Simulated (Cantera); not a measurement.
Feed: 1 mol B2H6, 2.2 mol N2, equilibrated at 10.0 mbar.

Cantera equilibrium calculation (NASA polynomials, part measured and part estimated; ideal gas, pure solids and liquids). Candidate condensed phases: B, BN; 15 gas species. The feed counts by its element totals alone. N2 is the only nitrogen source here; it is nearly inert below about 1500 K, so the nitride shown seldom forms there in practice. Mutual solubility and eutectic melting of coexisting phases are not modelled. The tables' values for BH2 are old estimates; treat these amounts as uncertain. Rates play no part.

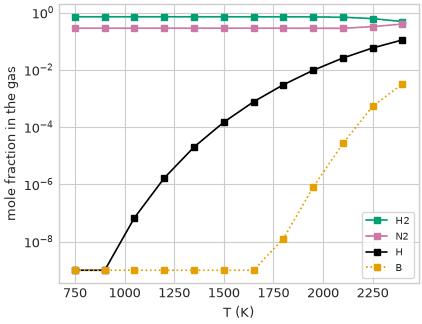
Equilibrium gas composition (values under 1e-9 drawn at 1e-9)

From 750 K to 2100 K the condensed part is BN(s). At 2250 K the condensed part is B(s) + BN(s). At 2400 K the condensed part is B(l).
